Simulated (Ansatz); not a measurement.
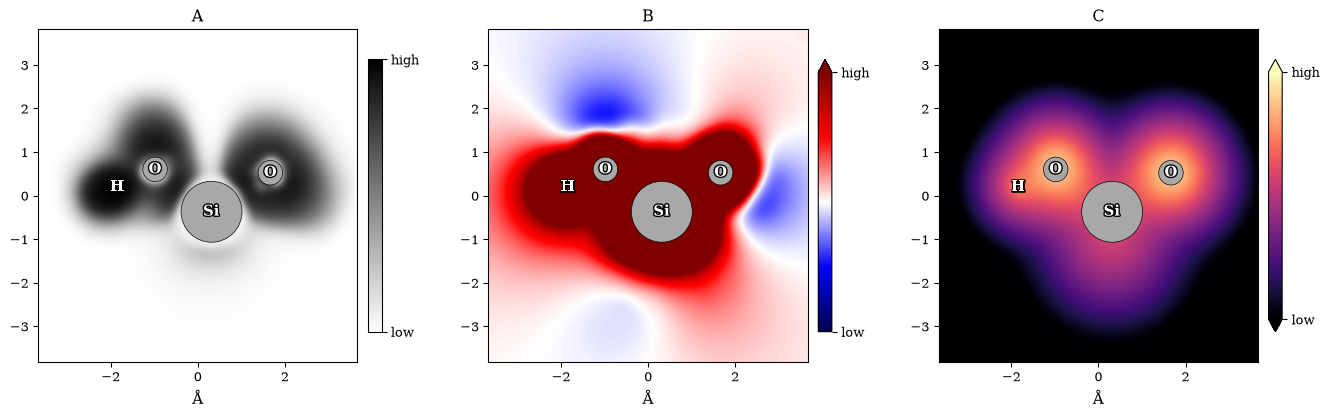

ClH₃O₃Si: 3 fields on the plane of atoms O1, Si2 and O3, with unlabelled colour scales. Grey discs cover the atomic cores.

Geometry: PBE0-D4/def2-TZVP.

All numbers below come from RKS PBE0-D4/def2-TZVPP in Ansatz 0.2.0.

The panels show electron density, electron localisation function and electrostatic potential in some order. Assign them.

Answer. Panel A: electron localisation function. Panel B: electrostatic potential (strongly positive close to the atoms, with negative regions outside electron-rich atoms). Panel C: electron density. From the grid: Si–O (1.62 Å): ρ is about 1.3 e/Å³ halfway; the ELF peaks at about 0.90 between the atoms: a polar covalent bond. O–H (0.96 Å): ρ is about 3.8 e/Å³ halfway; the ELF climbs to about 1 towards the hydrogen, as it does in any bond to H: an ordinary covalent bond to hydrogen.
